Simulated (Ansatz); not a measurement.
Calculation: PBE (plane waves to 420 eV, PAW; Ansatz, an electronic-structure program).

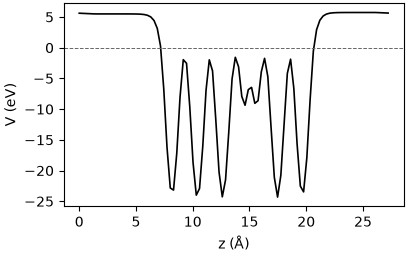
Fig. 1. Planar average of the electrostatic potential across the slab, in eV from the Fermi level, for a constructed model of the (111) surface of fcc Ir, a layer of Sn in place of the third plane (bottom of the slab: a bare face, its two planes held)

Set-up: 6 atoms, 11.2 Å thick at the start with caps and adatoms (thin: gaps and levels are the slab's own); mesh 16x16x1; 0.1 eV smearing; dipole correction on; 2 atoms held, the rest relaxed; symmetry of the start imposed; no spin, no spin-orbit, no U. In PBE it lies 0.17 eV a 1x1 cell over the lowest computed structure of the same composition (a layer of Sn in place of the second plane).

The vacuum level lies 5.73 eV above the Fermi level over the top face and 5.50 eV above it under the bottom face.
